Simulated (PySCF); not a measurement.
Cl3HHfO, SMILES `O[Hf](Cl)(Cl)Cl`.

Level of theory: B3LYP/def2-SVPD (PySCF), at a geometry from GFN2-xTB. Core potentials replace the inner electrons of Hf; spin–orbit coupling isn't included. This is a single-reference result, which may miss multireference character in this system. No frequency check shows the geometry to be a minimum. GFN2-xTB bond lengths at metals and heavier atoms can be off by up to 0.1 Å and shapes distorted, which carries into these values.

Geometry (Å), atoms numbered from 1:

```
O1      -0.6820   -0.0122    1.9160
Hf2     -0.0200   -0.0013    0.2060
Cl3      1.1918    1.7709   -0.4456
Cl4     -1.9177   -0.0125   -1.0039
Cl5      1.2258   -1.7460   -0.4530
H6      -1.6063   -0.0181    2.1842
```

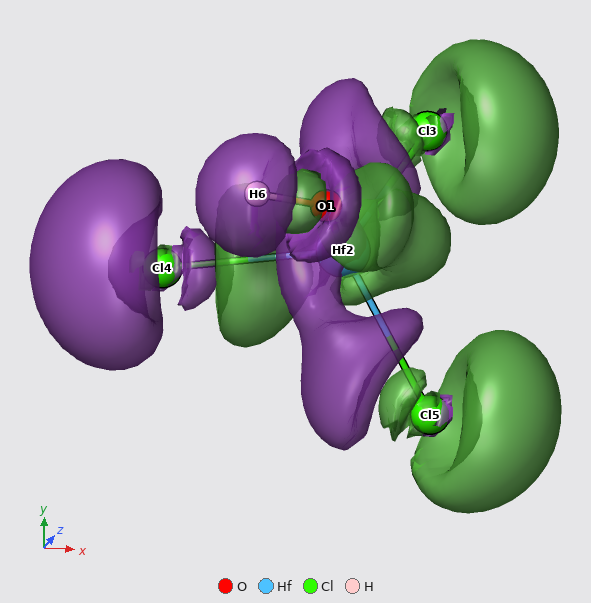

Change of the electron density in a uniform field of 0.26 V/Å, surfaces at ±0.002 e/Å³ (purple: gain, green: loss).

The field was applied in both directions; the picture shows the one opposite to the script's first.

Along which Cartesian direction does the field point?

Answer. Along +x: electrons gather on the −x side, against the field.

How large is the response?

Answer. The induced dipole is 1.11 D (along the field); α along this axis, from the fields in both directions, is 87 bohr³ (12.9 Å³).
